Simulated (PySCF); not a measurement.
**Excited-state calculation, with input and output: GeBH$_{3}$Cl$_{2}$**

- system: GeBH$_{3}$Cl$_{2}$, SMILES Cl[B](Cl)[GeH3]
- method: TDDFT PBE0/aug-cc-pVTZ, vertical, gas phase, core orbitals frozen in the response (PySCF 2.14.0)

The geometry comes from this level: PBE0-D3(BJ)/def2-SVP.

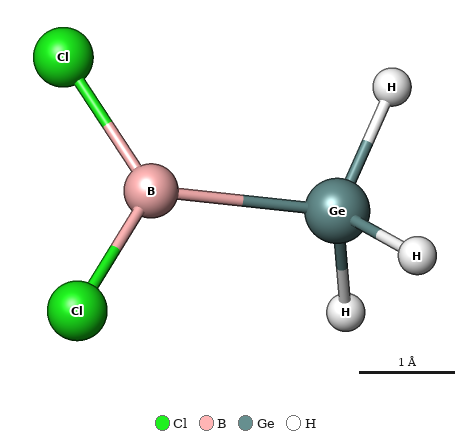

Figure 1. The structure (ball-and-stick view, seen at a tilt). Sticks mark near contacts.

**Key numbers**

```csv
quantity,value
outcome,converged
total energy,−3023.609861 hartree
HOMO,−8.34 eV
LUMO,−2.18 eV
dipole moment,0.40 D
mean polarisability,76.11 a.u.
lowest singlet excitation,4.64 eV
hardware,"1 CPU thread, shared host"
wall time,31 s
peak memory,0.97 GiB
```

**Notes**

Spin–orbit coupling is left out, which matters for the heavy atoms.

**Input**
```
{"job": {"kind": "uv", "xc": "PBE0", "basis": "aug-cc-pVTZ"}, "charge": 0, "multiplicity": 1}
Cl     1.925379     1.491952    -0.216050
B      1.156763    -0.076471    -0.180890
Cl     2.159090    -1.499148    -0.352420
Ge    -0.884412    -0.281502     0.082394
H     -1.154538    -0.853200     1.488296
H     -1.453733    -1.276913    -0.945295
H     -1.618422     1.063575    -0.051721
```

The first line tells a small driver script what to run in PySCF; the rest is the geometry in Å.

Launched with:
```bash
OMP_NUM_THREADS=1 python <driver script> task.json out
```

**Output**
```
coarse grid: 32648 points
cycle   1  E = -3023.5806336887  dE = -3.074e-01  |g| = 4.602e-01  |ddm| = 5.035e+00
cycle   2  E = -3023.5685348305  dE =  1.210e-02  |g| = 5.028e-01  |ddm| = 1.387e+00
cycle   3  E = -3023.6082482741  dE = -3.971e-02  |g| = 7.619e-02  |ddm| = 7.541e-01
cycle   4  E = -3023.6097706347  dE = -1.522e-03  |g| = 2.145e-02  |ddm| = 1.416e-01
cycle   5  E = -3023.6098893771  dE = -1.187e-04  |g| = 3.357e-03  |ddm| = 3.603e-02
cycle   6  E = -3023.6098922522  dE = -2.875e-06  |g| = 7.986e-04  |ddm| = 7.090e-03
final grid: 63856 points
cycle   7  E = -3023.6098612265  dE = -5.987e-08  |g| = 7.302e-04  |ddm| = 6.395e-03
cycle   8  E = -3023.6098612126  dE =  1.387e-08  |g| = 7.788e-04  |ddm| = 1.785e-03
cycle   9  E = -3023.6098613446  dE = -1.320e-07  |g| = 1.233e-04  |ddm| = 1.053e-03
cycle  10  E = -3023.6098613484  dE = -3.767e-09  |g| = 1.658e-05  |ddm| = 1.870e-04
cycle  11  E = -3023.6098613484  dE = -5.275e-11  |g| = 2.150e-06  |ddm| = 2.571e-05
```

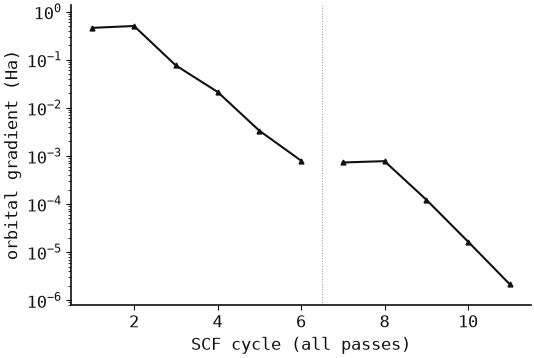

Figure 2. Convergence of the self-consistent field: orbital gradient against the SCF cycle. The dotted line marks the change from a coarse to the final integration grid. The first 6 cycles use a coarse grid, the final grid takes over at cycle 7, and the field converges after 11 cycles in all.

```
converged SCF energy = -3023.6098613484

Static polarisability (au): isotropic 76.115, principal 59.788 82.445 86.111

Singlet excitations
state   eV       nm        f      main configurations
  1   4.6399    267.2   0.00454   H->L 0.99
  2   5.4596    227.1   0.00024   H-1->L 0.95
  3   6.3797    194.3   0.00327   H-4->L 0.90
  4   6.4925    191.0   0.06706   H-2->L 0.95
  5   6.5538    189.2   0.10269   H-3->L 0.89
  6   7.0974    174.7   0.11272   H->L+1 0.96
  7   7.4373    166.7   0.00234   H-6->L 0.98
  8   7.7574    159.8   0.03637   H->L+3 0.74
  9   7.7979    159.0   0.12467   H-5->L 0.66, H->L+2 0.20
 10   7.9800    155.4   0.03369   H->L+2 0.51, H-5->L 0.20, H-1->L+1 0.16

Triplet excitations (Tamm-Dancoff, eV): 3.8754 5.2722 5.5263 5.9262
```

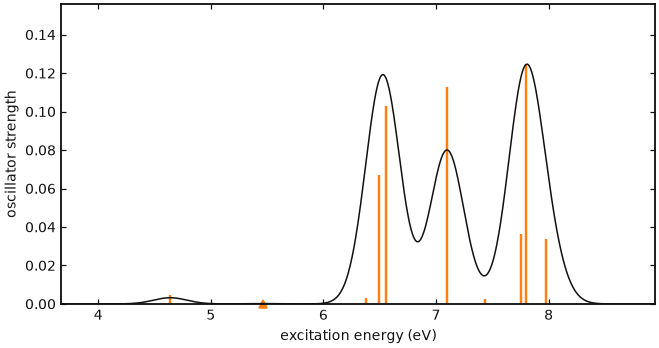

Figure 3. Computed excitations as sticks (degenerate states added up, dark ones marked on the axis), with a Gaussian envelope of 0.35 eV full width at half maximum, scaled to the tallest. Of the 10 states the lowest lies at 4.64 eV (f = 0.005); the strongest line is at 7.80 eV, or 159 nm (f = 0.125).

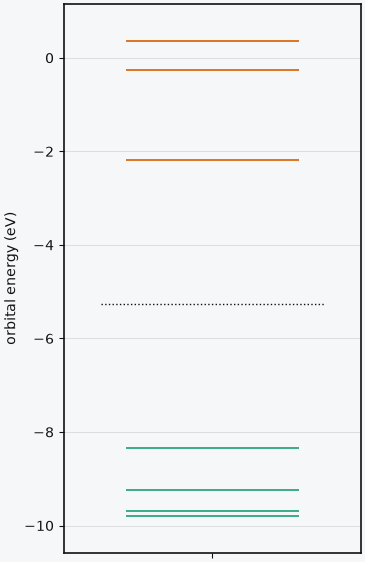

Figure 4. Orbital energies near the frontier; the dotted line parts filled from empty levels, and levels within 0.02 eV of each other stand side by side. Highest filled −8.34 eV, lowest empty −2.18 eV, 6.16 eV apart.
